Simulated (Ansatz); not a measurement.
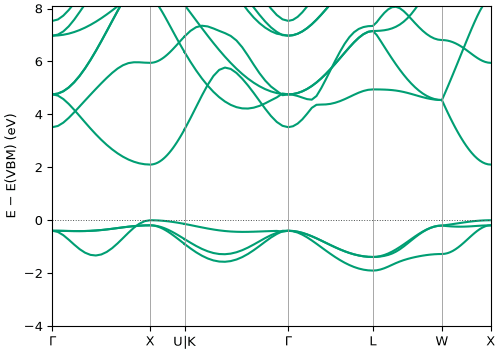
Fig. 1. Band structure from the program Ansatz at the PBE level (PAW)

### Question
Read off the gap and where the band edges lie.

### Answer
About 2.1 eV (2.10 eV by a search for the band edges); maximum at X, minimum at X.

### Question
Pick the material that matches.
A. BaO, rock salt
B. BeS, rock salt
C. HfO2, fluorite
D. Cu2O, Fd-3m (O on 8b, Cu on 16d)

### Answer
A, BaO, rock salt

Space group Fm-3m (rock salt). The cell was relaxed with PBE under the symmetry of its start. Spin–orbit coupling is left out wherever it is not named.

Potentials: the earlier of the program's two PAW sets.
